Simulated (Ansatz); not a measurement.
A series of calculations on H$_{2}$CS$_{2}$O

## 1. Relaxation

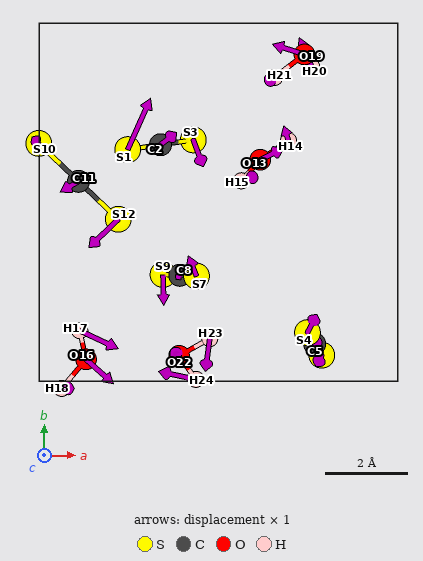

This is a relaxation of an amorphous cell of composition H₂CS₂O. The starting structure is drawn; purple arrows show the displacements, at their true length.

A ball-and-stick model of the cell of the calculation, seen along the c axis.

The cell holds 4 CS2 + 4 H2O. The run prepares the start of a later molecular dynamics calculation, from a guessed geometry.

Method: DFT PBE-D3(BJ), scalar-relativistic, plane waves, PAW (Ansatz 0.2.0). (plane-wave cutoff 420 eV; k-point mesh 1 × 1 × 1; occupations fermi dirac; smearing width 0.05 eV; no spin polarisation; atoms relaxed in a fixed cell; force threshold 0.3 eV/Å; at most 15 steps)

Q: Describe the change and its energy.

A: Over 11 accepted moves (12 points after the start) the energy falls by 1.341 eV per cell of the calculation. The largest force component goes from 0.43 to 0.22 eV/Å. The line search rejected the trial step at point 10 of the run. An S atom moves most: 1.45 Å roughly along [1 3 1]. Largest moves by element: S 1.45 Å, H 1.18 Å, O 0.93 Å, C 0.76 Å. The cell doesn't change. Among the contacts that change: H–O 0.969 → 0.977 Å, C–S 1.561 → 1.569 Å. Among the angles between lasting bonds that change: H–O–H 104.0° → 106.6°.

Limits of the set-up: the program's low-accuracy preset was used.

## 2. Dynamics

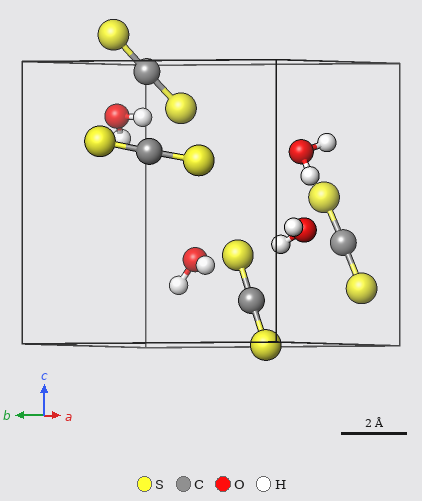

Starting frame of a dynamics run of a periodic cell with 4 CS2 + 4 H2O at 0.925 g/cm³. A ball-and-stick model of the simulation cell, seen from a free direction.

Method: DFT PBE-D3(BJ), scalar-relativistic, plane waves, PAW in Ansatz.

Input file:
```yaml
accuracy: low
crystal:
  lattice:
    - [8.776383, 0.0, 0.0]
    - [0.0, 8.776383, 0.0]
    - [0.0, 0.0, 8.776383]
  atoms:
    - { symbol: S, position: [0.31138895, 0.79238665, 1.09767219] }
    - { symbol: C, position: [0.38411754, 0.69604838, 0.96742137] }
    - { symbol: S, position: [0.45817109, 0.59780512, 0.83767216] }
    - { symbol: S, position: [0.77507521, 0.18855498, 0.52413001] }
    - { symbol: C, position: [0.77450066, 0.11236074, 0.36311696] }
    - { symbol: S, position: [0.77273462, 0.03970819, 0.20070168] }
    - { symbol: S, position: [0.41460587, 0.35286146, 0.31510047] }
    - { symbol: C, position: [0.38045085, 0.28276055, 0.15389917] }
    - { symbol: S, position: [0.34709599, 0.2099399, -0.00455573] }
    - { symbol: S, position: [-0.02184075, 0.68351966, 0.71490696] }
    - { symbol: C, position: [0.05605559, 0.5271793, 0.67911509] }
    - { symbol: S, position: [0.13663895, 0.37196612, 0.64735584] }
    - { symbol: O, position: [0.68432186, 0.65165989, 0.30514841] }
    - { symbol: H, position: [0.68134127, 0.71559798, 0.21459362] }
    - { symbol: H, position: [0.60714028, 0.57425032, 0.28409432] }
    - { symbol: O, position: [0.20871494, -0.00833947, 0.39940109] }
    - { symbol: H, position: [0.22215156, 0.09026367, 0.34948107] }
    - { symbol: H, position: [0.09902995, -0.01973181, 0.40767597] }
    - { symbol: O, position: [0.64820612, 0.9421202, 0.81472845] }
    - { symbol: H, position: [0.72438849, 0.96173522, 0.73681798] }
    - { symbol: H, position: [0.63065435, 0.83265924, 0.80967567] }
    - { symbol: O, position: [0.37342502, 0.08321229, 0.67937741] }
    - { symbol: H, position: [0.46307606, 0.02606584, 0.71268714] }
    - { symbol: H, position: [0.33088334, 0.02796537, 0.59299242] }
basis:
  ecutwfc: 420.0
kpoints:
  mp_grid: { grid: [1, 1, 1] }
hamiltonian:
  xc: pbe
  dispersion: d3bj
scf:
  occupations: { method: fermi_dirac, width: 0.05 }
  lower_state_search: "off"
md:
  timestep: 0.5
  n_steps: 150
  ensemble: nvt_langevin
  temperature: 400.0
  initial_velocities: maxwell_boltzmann
  seed: 850596
  friction: 0.02
  masses: [{ species: H, mass: 2.014 }]
```

Command:
```bash
ansatz run input.yaml --threads 1 --pin off --max-ram 3072MiB --backend cpu --events-out ev --progress --plain --runs-dir out
```

Q: Predict how the run goes.

A: Over the second half the temperature averages 364 K (spread ±40 K). The potential energy in the second half lies on average 33.7 meV per atom above the first frame. Root-mean-square distances from the starting positions over the second half, with the common drift of all atoms taken out: H 0.63 Å, O 0.42 Å, S 0.22 Å, C 0.18 Å. The heavy atoms stay within a fraction of a molecule's size of their starting places; so short a run doesn't tell a liquid from a solid.

Along the run (each row but the first and the last is the mean over the interval that it begins):

| time (fs) | potential energy (meV/atom) | T (K) |
| --- | --- | --- |
| 0.0 | 0.0 | 383 |
| 12.5 | 26.1 | 353 |
| 25.0 | 27.4 | 440 |
| 37.5 | 32.4 | 409 |
| 50.0 | 35.1 | 339 |
| 62.5 | 33.8 | 344 |
| 75.0 | 29.2 | 343 |

The paths of the atoms:

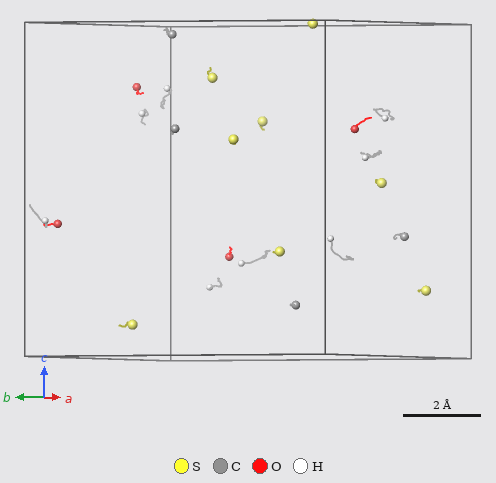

Limits of the set-up: the program's low-accuracy preset was used; masses were changed (H 2.014 u), which shifts the vibrations.

## 3. Dynamics

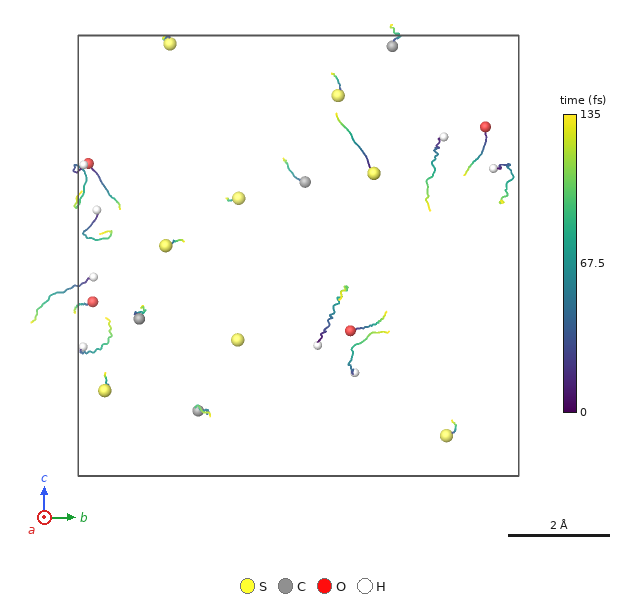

First-principles dynamics of a periodic cell with 4 CS2 + 4 H2O at 0.925 g/cm³, 135 fs long. It starts from the last geometry of an earlier run, with fresh velocities. Lines trace each atom's path, coloured by time; spheres stand at the starting positions. Seen along the a axis in the simulation cell.

Computed with Ansatz 0.2.0, DFT PBE-D3(BJ), scalar-relativistic, plane waves, PAW. Settings: plane-wave cutoff 420 eV; k-point mesh 1 × 1 × 1; Fermi-Dirac smearing 0.05 eV; low-accuracy preset; Nosé-Hoover thermostat (NVT); set temperature 400 K; time step 0.5 fs; H given the mass 2.014 u; thermostat time 50.0 fs.

Question: Describe the motion.

Answer: In the second half of the run the atoms are, in the root-mean-square, this far from where they began (common drift taken out): H 0.95 Å, O 0.81 Å, S 0.57 Å, C 0.46 Å. The heavy atoms stay within a fraction of a molecule's size of their starting places; so short a run doesn't tell a liquid from a solid.

Limits of the set-up: the program's low-accuracy preset was used; masses were changed (H 2.014 u), which shifts the vibrations.
